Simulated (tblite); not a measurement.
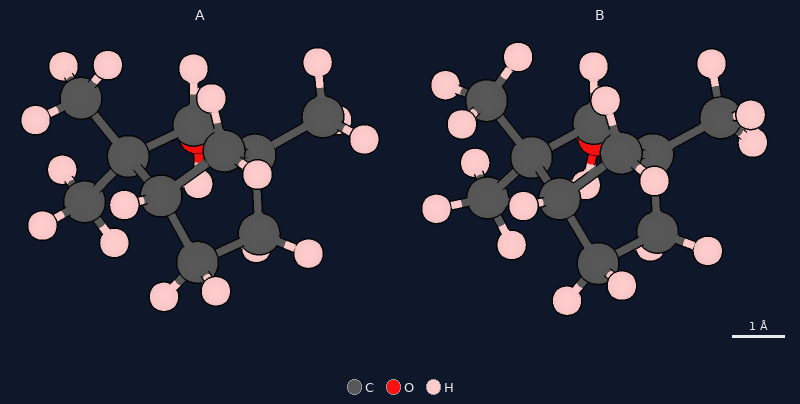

Two geometries of C₁₀H₁₈O, drawn at one scale. One is the start of a relaxation, the other its converged end. A ball-and-stick model, seen face on.

Theory: tblite 0.8.0, GFN2-xTB geometry optimisation, gas phase. 

Which one is relaxed?

Answer. Structure A is the relaxed one. The largest moves after the best rigid fit, 0.69 Å, are those of H atoms. Largest moves by element: H 0.69 Å, C 0.13 Å, O 0.05 Å. Some distances before and after: C–C 1.501 → 1.550 Å, C–H 1.136 → 1.088 Å, C–C 1.520 → 1.566 Å, C–C 1.487 → 1.529 Å. Among the angles between lasting bonds that change: O–C–H 110.7° → 103.6°, H–C–H 113.7° → 107.2°, H–C–H 114.7° → 109.1°. Groups turn about C–C by about 35°, C–C by about 30°. The energy falls by 0.921 eV in 95 geometry steps.
